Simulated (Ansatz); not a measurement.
# OsCl2 (1T sheet): how robust is the cRPA U?, part 2 of 2

Aim: hold the target of a cRPA run on OsCl2 (1T sheet) and move one thing at a time.

Ansatz 0.2.0; constrained RPA on LDA, plane waves, PAW.

So far. Step 4 (Changed: 3×3×1 mesh): On the Os eg shell, screening brings the on-site interaction from 9.4 eV down to U = 2.46 eV. Step 6 (Changed: accuracy low): On the Os eg shell, screening brings the on-site interaction from 9.0 eV down to U = 2.40 eV.

## 7. Changed: a wide Fermi-Dirac smearing

input.yaml reads:

```yaml
crystal:
  lattice:
    - [0.0, 2.53196437, 2.53196437]
    - [2.53196437, -2.53196437, 0.0]
    - [17.38503569, 17.38503569, -17.38503569]
  atoms:
    - { symbol: Os, position: [0.0, 0.0, 0.3180797022] }
    - { symbol: Cl, position: [0.3333333333, 0.6666666667, 0.3556984376] }
    - { symbol: Cl, position: [0.6666666667, 0.3333333333, 0.2804609667] }
  periodic: [true, true, false]
kpoints:
  mp_grid: { grid: [6, 6, 1] }
hamiltonian:
  xc: lda
scf:
  occupations: { method: fermi_dirac, width: 1.0 }
  n_extra_bands: 19
  max_iter: 150
  lower_state_search: "off"
output:
  crpa:
    kmesh: [6, 6, 1]
    target_bands: [c1, c2]
    projections: [{ species: Os, l: d, shell: 5, orbitals: [dz2, dx2-y2] }]
```

Launch:

```sh
$ ansatz run input.yaml --threads 8 --pin off --max-ram 14745MiB --backend cpu --events-out ev --progress --plain --runs-dir out
```

Numbers of over 12 decimals in the logs are rounded to 6 here.

Log:

```text
scf.n_extra_bands = 19 over 15 filled bands (N_el = 30.0): the run solves 34 bands
Engine: ansatz 0.2.0, aarch64-unknown-linux-gnu
Pseudopotentials: kind: paw
Pseudopotential: Os, paw, valence charge 16, recommended cutoff 420 eV (normal), Os.paw.azcp
Pseudopotential: Cl, paw, valence charge 7, recommended cutoff 420 eV (normal), Cl.paw.azcp
Functional definition: SPW92
  exchange = slater_x
  correlation = pw_c
Crystal: 3 atoms, lattice volume = 334.358 Å³
Basis set: ecut = 420 eV, 6455 PW (Γ)
[...]
Error: refused after 7 iterations: slab_electrons_in_vacuum = 1.99e-4 (threshold 1.00e-6); electrons that its smearing lays highest leave the slab for the vacuum on both its sides, from a quarter of the vector that does not repeat out to the cut: the least energy of a wave there at their k-point stands 5.2 eV under their level, and 1.99e-4 e/Å² of theirs stand a quarter out or further, so that the energy and levels can hang on that vector's length. Under a cutoff below the recommended one the basis itself can leave a density there or draw electrons out: first raise basis.ecutwfc. Narrow scf.occupations.width, or fill by another scf.occupations.method. [rest of the remark cut]
```

Elapsed: 1.3 s, on 8 threads of Arm Neoverse V2, shared host; peak memory 0.62 GiB.

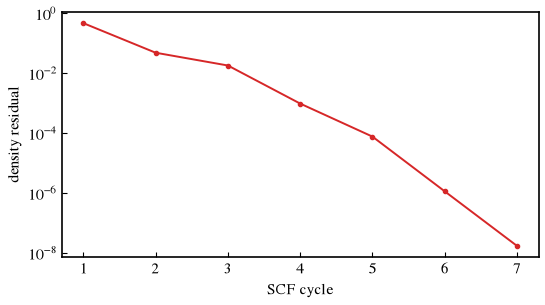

Residual by cycle in this run.

The run ended with an error.

After 7 cycles the residual stands at 1.7e-8.

The program's message: “Error: refused after 7 iterations: slab_electrons_in_vacuum = 1.99e-4 (threshold 1.00e-6); electrons that its smearing lays highest leave the slab for the vacuum on both its sides, from a quarter of t …”

The fault put into this input: a wide Fermi-Dirac smearing.

## 8. Changed: strain -3%

The cell differs from the one that the last finished run ended in (a 3.581 → 3.473 Å, b 3.581 → 3.473 Å).

Changes to input.yaml since step 7:

```diff
@@ -2,4 +2,4 @@
   lattice:
-    - [0.0, 2.53196437, 2.53196437]
-    - [2.53196437, -2.53196437, 0.0]
+    - [0.0, 2.4560054389, 2.4560054389]
+    - [2.4560054389, -2.4560054389, 0.0]
     - [17.38503569, 17.38503569, -17.38503569]
@@ -15,3 +15,3 @@
 scf:
-  occupations: { method: fermi_dirac, width: 1.0 }
+  occupations: { method: gaussian, width: 0.08 }
   n_extra_bands: 19
@@ -24 +24,6 @@
     projections: [{ species: Os, l: d, shell: 5, orbitals: [dz2, dx2-y2] }]
+  local_orbitals:
+    kmesh: [12, 12, 1]
+    orbitals: [{ species: Os, l: d, shell: 5, orbitals: [dz2, dx2-y2] }]
+    window: { bands: [c1, c2] }
+    seedname: lo
```

Log:

```text
[...]
Crystal: 3 atoms, lattice volume = 314.598 Å³
Basis set: ecut = 420 eV, 6155 PW (Γ)
Bands: 34, of which v1, the nominal top of the filled ones, is band 15 counted from 1 (14 counted from 0)
Symmetry: 12 space group operations
[...]
k-points: 7 of 36
[...]
° read free of the cell's end (the report's vacuum.weakly_bound_levels)
[...]
χ-basis size per q: N_G = 1119..1146
[...]
Site 0, 5D, 2 of 5 d orbitals (Wannier functions 1, 2; wannier90's mr 1, 4):
      screened: U = 2.3951 eV, U' = 1.9296 eV, J = 0.2327 eV
      screened, to within: U = 5.5e-3 eV, U' = 5.5e-3 eV, J = 5.3e-4 eV
      bare: V = 8.7296 eV, V' = 7.9378 eV, J = 0.3959 eV
[...]
[key lines of the parts left out:]
SCF converged after 7 iterations
Free energy (F): -13206.031061 eV
Fermi energy:    -3.757407 eV
```

Elapsed: 30 s, on 8 threads; peak memory 2.6 GiB.

Numbers from this step:

```yaml
u: 2.395 eV
u_prime_inter_orbital: 1.930 eV
j: 0.2327 eV
bare_v: 8.730 eV
bare_j: 0.3959 eV
stated_bound_on_u: 0.005465 eV
u_over_bare_v: 0.2744
electrons_in_the_window: 0
head_of_the_constrained_inverse_dielectric_matrix: 0.5982
least_eigenvalue_of_the_projection_s_overlap: 0.4597
target_functions: 2
bands_in_the_sums: 34
r_m_s_miss_of_the_model_bands: 0.001833 eV
width_of_the_target_bands: 1.416 eV
weight_of_the_projected_orbitals_in_the_window: 0.5704
```

On the Os eg shell, screening brings the on-site interaction from 8.7 eV down to U = 2.40 eV.

## 9. Changed: potentials

input.yaml, the sections that differ from step 8:

```yaml
crystal:
  lattice:
    - [0.0, 2.53196437, 2.53196437]
    - [2.53196437, -2.53196437, 0.0]
    - [17.38503569, 17.38503569, -17.38503569]
  atoms:
    - { symbol: Os, position: [0.0, 0.0, 0.3180797022] }
    - { symbol: Cl, position: [0.3333333333, 0.6666666667, 0.3556984376] }
    - { symbol: Cl, position: [0.6666666667, 0.3333333333, 0.2804609667] }
  periodic: [true, true, false]
hamiltonian:
  xc: lda
  pseudopotentials: { kind: paw, source: ansatz }
output:
  crpa:
    kmesh: [6, 6, 1]
    target_bands: [c1, c2]
    projections: [{ species: Os, l: d, shell: 5, orbitals: [dz2, dx2-y2] }]
# kpoints, scf: as in step 8
```

Log:

```text
Warning: <dir> the record states the generating functional pbe (its physics header spells it `PBE`), which answers neither for hamiltonian.xc's functional nor for the lda family's, and the run keeps its frozen core as the file was made (hamiltonian.pseudopotentials.frozen_core says where one is remade) — results may be inconsistent (PPs are generated against a specific XC)
[...]
Crystal: 3 atoms, lattice volume = 334.358 Å³
[...]
° read free of the cell's end (the report's vacuum.weakly_bound_levels)
[...]
χ-basis size per q: N_G = 1182..1236
[...]
Site 0, 5D, 2 of 5 d orbitals (Wannier functions 1, 2; wannier90's mr 1, 4):
      screened: U = 2.4083 eV, U' = 1.9255 eV, J = 0.2414 eV
      screened, to within: U = 6.3e-3 eV, U' = 6.3e-3 eV, J = 6.5e-4 eV
      bare: V = 9.0083 eV, V' = 8.1931 eV, J = 0.4076 eV
[...]
[key lines of the parts left out:]
SCF converged after 9 iterations
Free energy (F): -13274.856095 eV
Fermi energy:    -3.942256 eV
```

The job ended after 68 s (8 threads; peak memory 4.5 GiB).

Numbers from this step:

| Property | Result |
| --- | --- |
| U | 2.408 eV |
| U prime (inter-orbital) | 1.925 eV |
| J | 0.2414 eV |
| bare V | 9.008 eV |
| bare J | 0.4076 eV |
| stated bound on U | 0.006241 eV |
| U over bare V | 0.2673 |
| electrons in the window | 0 |
| head of the constrained inverse dielectric matrix | 0.6009 |
| least eigenvalue of the projection's overlap | 0.4753 |
| target functions | 2 |
| bands in the sums | 34 |
| width of the target bands | 1.106 eV |
| weight of the projected orbitals in the window | 0.5940 |

On the Os eg shell, screening brings the on-site interaction from 9.0 eV down to U = 2.41 eV.

## 10. Side by side

Times are wall times on 8 threads of Arm Neoverse V2, shared host, good to a factor of about two.

```csv
run,bare V (eV),U (eV),J (eV),bound on U (eV),width (eV),time
target window,9.01,2.411,0.242,0.0053,1.11,32 s
9×9×1 mesh,8.96,2.400,0.241,0.0052,1.11,81 s
3×3×1 mesh,9.38,2.461,0.252,0.0053,1.11,11 s
accuracy low,9.01,2.404,0.241,0.0693,1.11,20 s
strain -3%,8.73,2.395,0.233,0.0055,1.42,30 s
potentials,9.01,2.408,0.241,0.0062,1.11,68 s
```

## 11. Summary of results

| Property | Result |
| --- | --- |
| target window | U 2.41 eV, J 0.24 eV |
| 9×9×1 mesh | U 2.40 eV, J 0.24 eV |
| 3×3×1 mesh | U 2.46 eV, J 0.25 eV |
| accuracy low | U 2.40 eV, J 0.24 eV |
| strain -3% | U 2.40 eV, J 0.23 eV |
| potentials | U 2.41 eV, J 0.24 eV |

**Reading.** 9×9×1 mesh moves U by −0.01 eV at 2.5 times the time. 3×3×1 mesh moves U by +0.05 eV at 0.33 times the time. Accuracy low moves U by −0.01 eV (within the solver's bounds, for the mean over orbitals). Strain -3% moves U by −0.02 eV. Potentials moves U by −0.003 eV (within the solver's bounds, for the mean over orbitals) at 2.1 times the time. The printed bound covers the solver alone, not the mesh. The parent state is non-magnetic and the interaction static (zero frequency); U depends on the window and the orbitals, so it belongs to this model alone. Spin-orbit coupling, which is strong for atoms this heavy, is left out.

[Paths, hosts, dates, memory and timing lines, banners, echoed tables and standing remarks are left out of the program output.]

[Logs are printed without paths, hosts, clocks, repeated set-up lines and the standing remarks that a program may print on its own settings, such as how far it seeks lower states.]

[Runs of the session that timed out or met a known fault of the program may be left out.]

[Hosts, paths, dates, database ids (printed as entryN), source tags and the programs' standing remarks are cut or masked in the printed files.]
